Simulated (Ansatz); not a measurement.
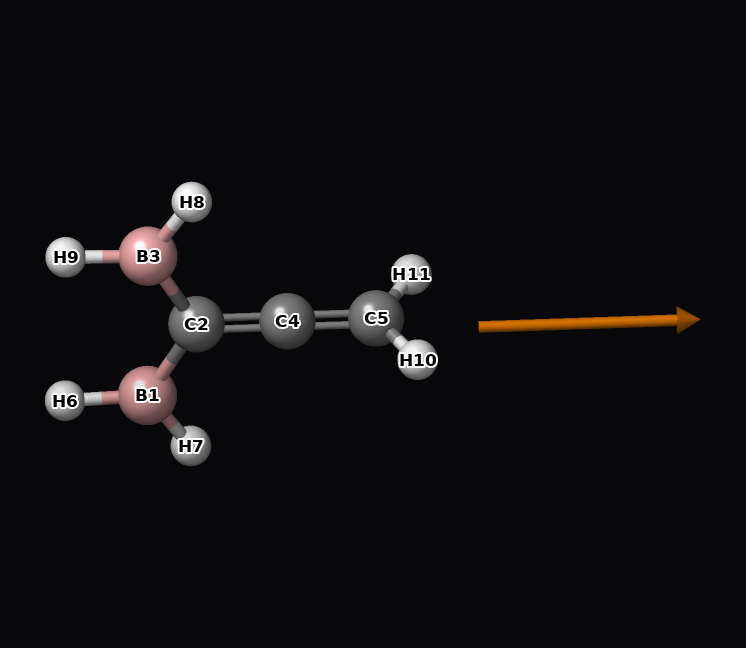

The arrow beside the molecule shows the direction of the dipole moment, from the negative to the positive end (its length means nothing). The geometry was computed by an optimisation with PBE-D4/def2-SVP. No frequency run is at hand to confirm it as a minimum. Method: RKS PBE-D4/def2-SVP (Ansatz 0.2.0).

How large is the dipole moment?

2.04 D; it points from the side of H6, H9 to the side of H10, H11 (the outermost atoms at the two ends).
